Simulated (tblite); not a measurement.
## C₂H₅FGeO: geometry relaxation (part 2 of 4)

C₂H₅FGeO, SMILES C[C](=O)[GeH2][F]; GFN2-xTB geometry optimisation, gas phase (tblite 0.8.0). It belongs to a series of runs on one base structure; here: H on Ge replaced by F.

Geometry of the input (Å):
```
C  -1.4570  -0.0637  0.1013
C  -0.2043  0.7216  0.1651
O  -0.1544  1.9002  0.4149
Ge 1.4287  -0.2842  -0.1449
F  2.4387  0.7709  -1.1109
H  -1.5483  -0.6380  1.0445
H  -1.4111  -0.7920  -0.7465
H  -2.2706  0.6797  -0.0397
H  1.0741  -1.5940  -0.8953
H  2.1131  -0.6959  1.1889
```

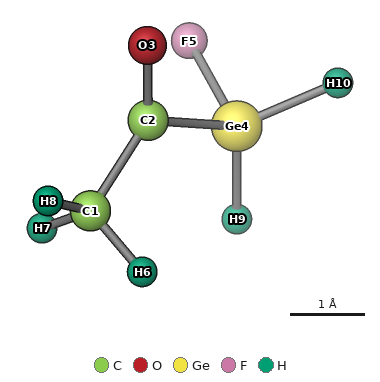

**Figure 1.** The geometry at step 52 of the log (ball-and-stick view, seen at a tilt; atoms are numbered from 1 in the order of the input).

**Trajectory as extended XYZ, continued**
```
10
Properties=species:S:1:pos:R:3:forces:R:3 step=34 energy=-478.03237
C    -1.5606   -0.0123    0.0903    0.0260   0.0110  -0.0020
C    -0.2645    0.7251    0.1878   -0.0600   0.0370   0.0730
O    -0.1602    1.8952    0.4138    0.0240  -0.0760  -0.0180
Ge    1.4430   -0.3808   -0.0707    0.0070   0.0410  -0.0060
F     2.4501    0.6222   -1.0824    0.0140  -0.0120  -0.0270
H    -1.6470   -0.6638    0.9624    0.0120   0.0240  -0.0590
H    -1.5552   -0.6401   -0.8000    0.0010  -0.0030   0.0020
H    -2.4002    0.6800    0.0645   -0.0010  -0.0200   0.0150
H     1.3445   -1.6484   -0.9044   -0.0150  -0.0050   0.0190
H     2.3590   -0.5726    1.1163   -0.0070   0.0030   0.0030
10
Properties=species:S:1:pos:R:3:forces:R:3 step=35 energy=-478.03279
C    -1.5617   -0.0108    0.0890    0.0130   0.0070  -0.0060
C    -0.2656    0.7231    0.1886   -0.0190   0.0140   0.0630
O    -0.1581    1.8920    0.4161    0.0240  -0.0320  -0.0080
Ge    1.4433   -0.3816   -0.0704   -0.0020   0.0100   0.0060
F     2.4416    0.6219   -1.0881    0.0290  -0.0030  -0.0330
H    -1.6473   -0.6681    0.9556    0.0080   0.0070  -0.0330
H    -1.5586   -0.6326   -0.8050   -0.0050  -0.0050  -0.0120
H    -2.3989    0.6841    0.0710   -0.0180  -0.0190   0.0060
H     1.3542   -1.6556   -0.8975   -0.0220   0.0070   0.0220
H     2.3600   -0.5676    1.1180   -0.0070   0.0120  -0.0050
10
Properties=species:S:1:pos:R:3:forces:R:3 step=37 energy=-478.03321
C    -1.5629   -0.0089    0.0873   -0.0120  -0.0030  -0.0070
C    -0.2668    0.7202    0.1922    0.0350  -0.0190   0.0070
O    -0.1538    1.8882    0.4180    0.0120   0.0370   0.0210
Ge    1.4436   -0.3825   -0.0696   -0.0030  -0.0090   0.0090
F     2.4347    0.6216   -1.0945    0.0250  -0.0080  -0.0250
H    -1.6474   -0.6723    0.9476   -0.0020  -0.0240   0.0070
H    -1.5629   -0.6254   -0.8105   -0.0020   0.0050  -0.0200
H    -2.3991    0.6870    0.0776   -0.0260  -0.0110  -0.0050
H     1.3621   -1.6622   -0.8901   -0.0250   0.0140   0.0210
H     2.3613   -0.5610    1.1195   -0.0010   0.0180  -0.0070
10
Properties=species:S:1:pos:R:3:forces:R:3 step=38 energy=-478.03343
C    -1.5635   -0.0079    0.0863   -0.0150  -0.0080  -0.0020
C    -0.2669    0.7195    0.1947    0.0390  -0.0200  -0.0240
O    -0.1516    1.8873    0.4196    0.0050   0.0460   0.0330
Ge    1.4434   -0.3830   -0.0689    0.0050  -0.0030   0.0010
F     2.4328    0.6206   -1.0984    0.0130  -0.0170  -0.0120
H    -1.6470   -0.6744    0.9439   -0.0070  -0.0340   0.0170
H    -1.5639   -0.6223   -0.8133    0.0000   0.0150  -0.0170
H    -2.4006    0.6871    0.0802   -0.0170  -0.0100  -0.0100
H     1.3646   -1.6643   -0.8863   -0.0280   0.0110   0.0170
H     2.3616   -0.5579    1.1197    0.0050   0.0190  -0.0030
10
Properties=species:S:1:pos:R:3:forces:R:3 step=39 energy=-478.03368
C    -1.5640   -0.0070    0.0852   -0.0090  -0.0120   0.0070
C    -0.2667    0.7196    0.1973    0.0260  -0.0080  -0.0470
O    -0.1497    1.8873    0.4223   -0.0030   0.0330   0.0380
Ge    1.4430   -0.3832   -0.0682    0.0130   0.0090  -0.0090
F     2.4314    0.6184   -1.1033    0.0010  -0.0270   0.0020
H    -1.6463   -0.6770    0.9403   -0.0100  -0.0350   0.0170
H    -1.5639   -0.6188   -0.8164    0.0010   0.0270  -0.0100
H    -2.4030    0.6864    0.0824    0.0000  -0.0110  -0.0140
H     1.3665   -1.6661   -0.8819   -0.0330   0.0040   0.0110
H     2.3615   -0.5550    1.1197    0.0140   0.0210   0.0040
10
Properties=species:S:1:pos:R:3:forces:R:3 step=41 energy=-478.03437
C    -1.5648   -0.0052    0.0833    0.0220  -0.0130   0.0190
C    -0.2652    0.7214    0.2015   -0.0330   0.0310  -0.0490
O    -0.1460    1.8885    0.4323   -0.0230  -0.0390   0.0260
Ge    1.4429   -0.3823   -0.0673    0.0190   0.0260  -0.0180
F     2.4281    0.6102   -1.1171   -0.0120  -0.0360   0.0240
H    -1.6448   -0.6859    0.9315   -0.0040  -0.0110  -0.0080
H    -1.5627   -0.6081   -0.8252    0.0030   0.0390   0.0080
H    -2.4088    0.6834    0.0873    0.0430  -0.0120  -0.0110
H     1.3687   -1.6704   -0.8687   -0.0440  -0.0160  -0.0050
H     2.3615   -0.5469    1.1200    0.0290   0.0300   0.0150
10
Properties=species:S:1:pos:R:3:forces:R:3 step=42 energy=-478.03494
C    -1.5653   -0.0043    0.0820    0.0400  -0.0090   0.0160
C    -0.2642    0.7222    0.2034   -0.0620   0.0460  -0.0250
O    -0.1431    1.8882    0.4413   -0.0390  -0.0780   0.0120
Ge    1.4439   -0.3810   -0.0670    0.0080   0.0210  -0.0120
F     2.4246    0.6031   -1.1282   -0.0090  -0.0310   0.0260
H    -1.6445   -0.6947    0.9235    0.0060   0.0110  -0.0290
H    -1.5634   -0.5973   -0.8332    0.0070   0.0340   0.0140
H    -2.4118    0.6816    0.0917    0.0620  -0.0070  -0.0010
H     1.3698   -1.6751   -0.8570   -0.0470  -0.0250  -0.0150
H     2.3629   -0.5380    1.1209    0.0340   0.0380   0.0130
10
Properties=species:S:1:pos:R:3:forces:R:3 step=44 energy=-478.03659
C    -1.5665   -0.0021    0.0783    0.0390  -0.0030  -0.0200
C    -0.2628    0.7205    0.2072   -0.0500   0.0140   0.0470
O    -0.1348    1.8813    0.4668   -0.0770  -0.0700  -0.0100
Ge    1.4486   -0.3786   -0.0658   -0.0370  -0.0250   0.0280
F     2.4116    0.5839   -1.1582    0.0140  -0.0100   0.0100
H    -1.6456   -0.7218    0.8961    0.0360   0.0480  -0.0530
H    -1.5718   -0.5612   -0.8574    0.0240  -0.0070   0.0030
H    -2.4148    0.6803    0.1079    0.0640   0.0270   0.0320
H     1.3729   -1.6931   -0.8220   -0.0420  -0.0250  -0.0210
H     2.3721   -0.5045    1.1244    0.0280   0.0510  -0.0150
10
Properties=species:S:1:pos:R:3:forces:R:3 step=45 energy=-478.03779
C    -1.5675   -0.0003    0.0747    0.0110  -0.0060  -0.0470
C    -0.2630    0.7170    0.2108   -0.0040  -0.0310   0.0730
O    -0.1297    1.8735    0.4844   -0.0890  -0.0130  -0.0070
Ge    1.4517   -0.3789   -0.0639   -0.0570  -0.0530   0.0490
F     2.4005    0.5706   -1.1788    0.0210  -0.0060   0.0040
H    -1.6463   -0.7408    0.8735    0.0500   0.0510  -0.0490
H    -1.5799   -0.5335   -0.8754    0.0340  -0.0310  -0.0110
H    -2.4146    0.6818    0.1222    0.0510   0.0470   0.0460
H     1.3765   -1.7083   -0.7969   -0.0330  -0.0110  -0.0150
H     2.3811   -0.4765    1.1269    0.0170   0.0530  -0.0420
10
Properties=species:S:1:pos:R:3:forces:R:3 step=46 energy=-478.03973
C    -1.5686    0.0030    0.0676   -0.0360  -0.0210  -0.0760
C    -0.2635    0.7116    0.2183    0.0610  -0.0840   0.0910
O    -0.1239    1.8614    0.5136   -0.0960   0.0620   0.0030
Ge    1.4555   -0.3805   -0.0597   -0.0680  -0.0710   0.0640
F     2.3824    0.5475   -1.2127    0.0150  -0.0140   0.0120
H    -1.6457   -0.7700    0.8347    0.0630   0.0500  -0.0450
H    -1.5907   -0.4888   -0.9042    0.0420  -0.0490  -0.0190
H    -2.4140    0.6837    0.1466    0.0400   0.0630   0.0550
H     1.3818   -1.7330   -0.7563   -0.0210   0.0150  -0.0020
H     2.3955   -0.4303    1.1295    0.0000   0.0490  -0.0830
10
Properties=species:S:1:pos:R:3:forces:R:3 step=48 energy=-478.04607
C    -1.5637    0.0102    0.0415   -0.0810   0.0360  -0.0410
C    -0.2658    0.7071    0.2492    0.1650  -0.1770   0.0840
O    -0.1340    1.8366    0.6129   -0.0240   0.2050   0.0430
Ge    1.4619   -0.3807   -0.0459   -0.0800  -0.0140   0.0440
F     2.3499    0.4548   -1.3104   -0.0490  -0.0550   0.0810
H    -1.6288   -0.8408    0.7138    0.0760  -0.0950   0.0600
H    -1.5912   -0.3655   -0.9753    0.0100  -0.1100  -0.1860
H    -2.4114    0.6681    0.2096   -0.0230   0.1230   0.0300
H     1.3597   -1.7875   -0.6412    0.0240   0.0860   0.0440
H     2.4321   -0.2976    1.1231   -0.0190  -0.0010  -0.1580
10
Properties=species:S:1:pos:R:3:forces:R:3 step=49 energy=-478.01364
C    -1.5669    0.0243    0.0073   -0.2650  -0.3140  -0.1930
C    -0.2651    0.6917    0.2916    0.0970   0.0920   0.1270
O    -0.1341    1.7985    0.7339   -0.0320  -0.2450  -0.1040
Ge    1.4695   -0.3899   -0.0246    0.1640   0.0830   0.0030
F     2.2866    0.3441   -1.4374   -0.2030  -0.1940   0.3530
H    -1.6123   -0.9414    0.5544    0.0560   0.5480  -0.3460
H    -1.6118   -0.1971   -1.0811   -0.0030   0.1000   0.6380
H    -2.4118    0.6662    0.3038    0.3030  -0.2630  -0.1740
H     1.3695   -1.8718   -0.4863    0.0720   0.3120   0.1040
H     2.4854   -0.1199    1.1158   -0.1890  -0.1170  -0.4090
10
Properties=species:S:1:pos:R:3:forces:R:3 step=51 energy=-478.05159
C    -1.5654    0.0133    0.0346   -0.0070   0.0030  -0.0250
C    -0.2641    0.7035    0.2602    0.0410  -0.0540   0.0260
O    -0.1393    1.8335    0.6287    0.0290   0.0820   0.0320
Ge    1.4590   -0.3849   -0.0398   -0.0420   0.0140   0.0280
F     2.3379    0.4357   -1.3215   -0.0630  -0.0470   0.0770
H    -1.6217   -0.8515    0.6912    0.0310  -0.0840   0.0380
H    -1.5915   -0.3457   -0.9914   -0.0060  -0.0460  -0.0920
H    -2.4106    0.6712    0.2235    0.0140   0.0640  -0.0130
H     1.3651   -1.7962   -0.6220    0.0050   0.0810   0.0490
H     2.4394   -0.2740    1.1139   -0.0020  -0.0130  -0.1200
10
Properties=species:S:1:pos:R:3:forces:R:3 step=52 energy=-478.05579
C    -1.5617    0.0156    0.0190    0.0750  -0.0240   0.0380
C    -0.2620    0.7027    0.2822   -0.0820   0.1730  -0.0060
O    -0.1511    1.8295    0.6755    0.0620  -0.2030  -0.0360
Ge    1.4538   -0.3855   -0.0288   -0.0080   0.0620   0.0010
F     2.3205    0.3836   -1.3517   -0.0870  -0.0250   0.0640
H    -1.6036   -0.8801    0.6400   -0.0130  -0.0100  -0.0380
H    -1.5826   -0.2998   -1.0257   -0.0240   0.0240   0.0490
H    -2.4066    0.6650    0.2466    0.0420  -0.0210  -0.0760
H     1.3493   -1.8081   -0.5730   -0.0040   0.0630   0.0600
H     2.4528   -0.2183    1.0935    0.0390  -0.0400  -0.0550
10
Properties=species:S:1:pos:R:3:forces:R:3 step=54 energy=-478.05972
C    -1.5534    0.0138    0.0109   -0.0240  -0.0060   0.0220
C    -0.2633    0.7049    0.2905    0.0440  -0.0370  -0.0180
O    -0.1510    1.8207    0.7074    0.0060   0.0090   0.0140
Ge    1.4486   -0.3784   -0.0219   -0.0200   0.0030   0.0390
F     2.3035    0.3496   -1.3649   -0.0410   0.0360  -0.0350
H    -1.5911   -0.9016    0.6059   -0.0110   0.0580  -0.0600
H    -1.5754   -0.2704   -1.0427   -0.0080   0.0090   0.0470
H    -2.3982    0.6575    0.2518   -0.0150  -0.0440  -0.0500
H     1.3260   -1.8071   -0.5360    0.0080   0.0170   0.0520
H     2.4632   -0.1843    1.0764    0.0600  -0.0460  -0.0100
10
Properties=species:S:1:pos:R:3:forces:R:3 step=55 energy=-478.06077
C    -1.5511    0.0146    0.0073   -0.0380  -0.0110  -0.0010
C    -0.2633    0.7058    0.2952    0.0540  -0.0740  -0.0080
O    -0.1512    1.8171    0.7232   -0.0080   0.0400   0.0160
Ge    1.4470   -0.3760   -0.0185   -0.0060  -0.0090   0.0300
F     2.2938    0.3341   -1.3763   -0.0400   0.0420  -0.0380
H    -1.5862   -0.9114    0.5869   -0.0100   0.0840  -0.0600
H    -1.5727   -0.2537   -1.0510   -0.0050   0.0130   0.0570
H    -2.3973    0.6532    0.2564   -0.0220  -0.0500  -0.0440
H     1.3216   -1.8096   -0.5158    0.0070   0.0080   0.0490
H     2.4682   -0.1694    1.0701    0.0680  -0.0420  -0.0010
10
Properties=species:S:1:pos:R:3:forces:R:3 step=56 energy=-478.06402
C    -1.5466    0.0201   -0.0052   -0.0810  -0.0450  -0.0720
C    -0.2626    0.7041    0.3113    0.0480  -0.1610   0.0180
O    -0.1499    1.8008    0.7737   -0.0380   0.1180   0.0250
Ge    1.4438   -0.3724   -0.0051    0.0870  -0.0220   0.0180
F     2.2526    0.2843   -1.4156   -0.0510   0.0410  -0.0240
H    -1.5733   -0.9429    0.5161   -0.0160   0.1770  -0.0530
H    -1.5712   -0.1912   -1.0785    0.0050   0.0360   0.1000
H    -2.3966    0.6416    0.2761   -0.0030  -0.0890  -0.0340
H     1.3208   -1.8231   -0.4442    0.0010  -0.0190   0.0390
H     2.4919   -0.1165    1.0489    0.0470  -0.0350  -0.0160
10
Properties=species:S:1:pos:R:3:forces:R:3 step=58 energy=-478.06777
C    -1.5418    0.0368   -0.0350   -0.0990  -0.1790  -0.2160
C    -0.2595    0.6914    0.3515   -0.0490  -0.0680   0.1110
O    -0.1495    1.7609    0.8800   -0.0750  -0.0460  -0.0730
Ge    1.4467   -0.3736    0.0287    0.2810   0.0150  -0.0750
F     2.1377    0.1817   -1.5047   -0.1090  -0.0270   0.1460
H    -1.5525   -0.9987    0.3442   -0.0360   0.4230  -0.0250
H    -1.5817   -0.0394   -1.1320    0.0540   0.0860   0.2640
H    -2.3987    0.6134    0.3230    0.0900  -0.1750  -0.0460
H     1.3525   -1.8622   -0.2756   -0.0110   0.0010   0.0200
H     2.5557   -0.0059    0.9974   -0.0460  -0.0300  -0.1070
10
Properties=species:S:1:pos:R:3:forces:R:3 step=59 energy=-478.07526
C    -1.5470    0.0400   -0.0335   -0.0160   0.0430  -0.0970
C    -0.2584    0.6839    0.3497   -0.0870  -0.0960   0.0560
O    -0.1469    1.7588    0.8626   -0.0050   0.0860   0.0110
Ge    1.4532   -0.3817    0.0311    0.1570   0.0430  -0.0100
F     2.1185    0.2005   -1.4928   -0.0520  -0.0030   0.0550
H    -1.5617   -0.9783    0.3460   -0.0470  -0.0530   0.1540
H    -1.5940   -0.0424   -1.1173    0.0760   0.0770  -0.1370
H    -2.4030    0.6137    0.3181    0.0260  -0.0390   0.0370
H     1.3848   -1.8636   -0.2812   -0.0400  -0.0730  -0.0080
H     2.5634   -0.0263    0.9947   -0.0100   0.0150  -0.0620
10
Properties=species:S:1:pos:R:3:forces:R:3 step=61 energy=-478.07746
C    -1.5347    0.0549   -0.0780    0.0030  -0.1760  -0.0760
C    -0.2613    0.6700    0.4096   -0.0430   0.2430   0.0670
O    -0.1688    1.7225    0.9838   -0.0690  -0.4320  -0.2240
Ge    1.4652   -0.3832    0.0707    0.1470   0.0730  -0.0750
F     1.9885    0.0692   -1.5680   -0.0880  -0.0500   0.2180
H    -1.5288   -1.0203    0.1656   -0.0580   0.3910  -0.0260
H    -1.5860    0.1315   -1.1750    0.1240   0.0470   0.3270
H    -2.3989    0.5621    0.3582    0.0890  -0.1280  -0.0850
H     1.3957   -1.9012   -0.1056    0.0060   0.0910   0.0180
H     2.6381    0.0991    0.9161   -0.1110  -0.0590  -0.1430
10
Properties=species:S:1:pos:R:3:forces:R:3 step=62 energy=-478.08444
C    -1.5364    0.0459   -0.0608    0.0520  -0.0630   0.0200
C    -0.2627    0.6788    0.3880    0.0310   0.1170   0.0010
O    -0.1690    1.7443    0.9308   -0.0130  -0.1970  -0.0810
Ge    1.4619   -0.3794    0.0515   -0.0430   0.0020   0.0150
F     2.0543    0.1217   -1.5266   -0.0360   0.0240   0.0090
H    -1.5380   -0.9977    0.2578   -0.0540   0.0390   0.0140
H    -1.5779    0.0510   -1.1506    0.0940   0.0390  -0.0020
H    -2.3967    0.5786    0.3337   -0.0760   0.0130   0.0170
H     1.3733   -1.8807   -0.1922   -0.0040   0.0230   0.0290
H     2.6001    0.0422    0.9458    0.0490   0.0020  -0.0220
10
Properties=species:S:1:pos:R:3:forces:R:3 step=63 energy=-478.08664
C    -1.5369    0.0496   -0.0661    0.0280  -0.0650   0.0180
C    -0.2623    0.6735    0.3934    0.0120   0.0300  -0.0280
O    -0.1661    1.7341    0.9422   -0.0150  -0.0810  -0.0280
Ge    1.4626   -0.3828    0.0594    0.0100   0.0200   0.0330
F     2.0248    0.1096   -1.5330   -0.0280   0.0170   0.0060
H    -1.5364   -1.0008    0.2305   -0.0650   0.0480   0.0160
H    -1.5810    0.0767   -1.1558    0.0980   0.0430   0.0110
H    -2.3988    0.5746    0.3396   -0.0270  -0.0130   0.0030
H     1.3878   -1.8868   -0.1667   -0.0080   0.0090   0.0220
H     2.6153    0.0569    0.9338   -0.0060  -0.0080  -0.0530
10
Properties=species:S:1:pos:R:3:forces:R:3 step=65 energy=-478.09249
C    -1.5283    0.0567   -0.0843   -0.0050  -0.0330   0.0230
C    -0.2620    0.6676    0.4149    0.0040   0.0010   0.0230
O    -0.1740    1.7136    0.9917   -0.0280  -0.0320  -0.0210
Ge    1.4645   -0.3817    0.0806    0.0050  -0.0040  -0.0170
F     1.9458    0.0566   -1.5566   -0.0130   0.0040   0.0230
H    -1.5210   -1.0085    0.1528   -0.0490   0.0370  -0.0120
H    -1.5619    0.1530   -1.1714    0.0730   0.0130   0.0450
H    -2.4017    0.5459    0.3460    0.0340  -0.0090  -0.0310
H     1.3976   -1.8948   -0.0848   -0.0040   0.0190   0.0170
H     2.6499    0.0962    0.8886   -0.0170   0.0030  -0.0490
10
Properties=species:S:1:pos:R:3:forces:R:3 step=66 energy=-478.09482
C    -1.5231    0.0583   -0.0918    0.0200  -0.0210   0.0030
C    -0.2621    0.6654    0.4254   -0.0040  -0.0110   0.0190
O    -0.1825    1.7061    1.0122   -0.0150   0.0030   0.0000
Ge    1.4648   -0.3796    0.0887   -0.0070  -0.0090  -0.0150
F     1.9174    0.0325   -1.5622   -0.0080   0.0090   0.0020
H    -1.5129   -1.0105    0.1243   -0.0440   0.0110  -0.0270
H    -1.5489    0.1816   -1.1769    0.0590  -0.0080   0.0630
H    -2.4000    0.5333    0.3446    0.0100   0.0130  -0.0270
H     1.3927   -1.8938   -0.0532    0.0030   0.0100   0.0180
H     2.6636    0.1114    0.8664   -0.0120   0.0040  -0.0360
10
Properties=species:S:1:pos:R:3:forces:R:3 step=68 energy=-478.09941
C    -1.5057    0.0639   -0.1125    0.0210  -0.0260   0.0270
C    -0.2623    0.6594    0.4555   -0.0290  -0.0120   0.0380
O    -0.2085    1.6849    1.0707    0.0160   0.0630   0.0450
Ge    1.4638   -0.3714    0.1102   -0.0280  -0.0470  -0.0720
F     1.8281   -0.0318   -1.5813   -0.0050  -0.0040   0.0180
H    -1.4901   -1.0151    0.0391   -0.0180  -0.0140  -0.0430
H    -1.5057    0.2588   -1.1861    0.0070  -0.0330   0.0170
H    -2.3948    0.5006    0.3372   -0.0130   0.0420  -0.0400
H     1.3850   -1.8881    0.0450    0.0120  -0.0110   0.0040
H     2.6991    0.1433    0.7997    0.0350   0.0400   0.0050
10
Properties=species:S:1:pos:R:3:forces:R:3 step=69 energy=-478.10035
C    -1.5018    0.0654   -0.1180    0.0340  -0.0090  -0.0120
C    -0.2635    0.6571    0.4652   -0.0220  -0.0010   0.0330
O    -0.2151    1.6791    1.0867    0.0150   0.0530   0.0450
Ge    1.4627   -0.3719    0.1166    0.0290   0.0040  -0.0380
F     1.8020   -0.0509   -1.5833   -0.0060  -0.0060   0.0050
H    -1.4837   -1.0159    0.0144   -0.0170  -0.0120  -0.0460
H    -1.4965    0.2813   -1.1892    0.0030  -0.0480   0.0620
H    -2.3934    0.4926    0.3349   -0.0300   0.0420  -0.0380
H     1.3857   -1.8874    0.0705    0.0150  -0.0370   0.0030
H     2.7125    0.1554    0.7797   -0.0210   0.0140  -0.0140
10
Properties=species:S:1:pos:R:3:forces:R:3 step=70 energy=-478.10130
C    -1.4898    0.0700   -0.1314    0.0140  -0.0120  -0.0020
C    -0.2653    0.6543    0.4894   -0.0330   0.0400   0.0280
O    -0.2317    1.6676    1.1273    0.0090  -0.0250   0.0160
Ge    1.4608   -0.3686    0.1294    0.0770   0.0200  -0.0540
F     1.7376   -0.0953   -1.5952   -0.0120  -0.0230   0.0580
H    -1.4672   -1.0179   -0.0459    0.0060   0.0590  -0.0410
H    -1.4679    0.3324   -1.1935   -0.0200  -0.0630   0.1010
H    -2.3918    0.4714    0.3271   -0.0050   0.0300  -0.0690
H     1.3874   -1.8852    0.1370    0.0190  -0.0310  -0.0100
H     2.7368    0.1758    0.7333   -0.0540   0.0050  -0.0270
```
